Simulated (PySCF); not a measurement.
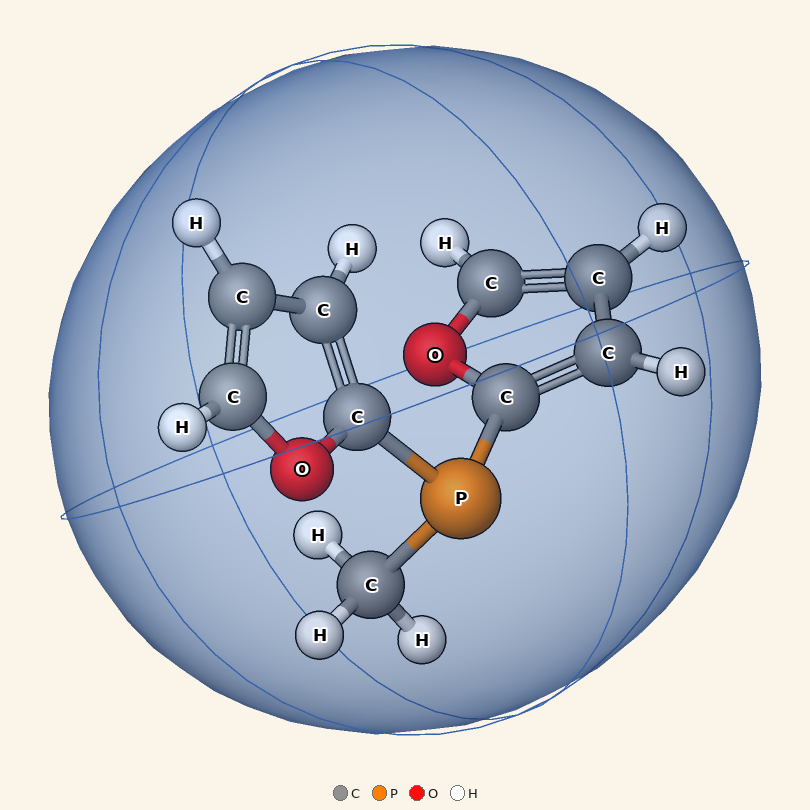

The ellipsoid shows the static dipole polarisability: its half-axes are proportional to the principal values. Computed geometry: PBE0-D3(BJ)/def2-SVP optimisation. No frequency run is at hand to confirm it as a minimum. Method: CAM-B3LYP/def2-SVPD (PySCF 2.14.0).

> Give the principal values, the mean and the anisotropy.

Principal values 104.9, 129.1, 165.1 bohr³; mean 133.0 bohr³ (19.71 Å³); anisotropy 52.5 bohr³, so the longest axis is 1.57 times the shortest.
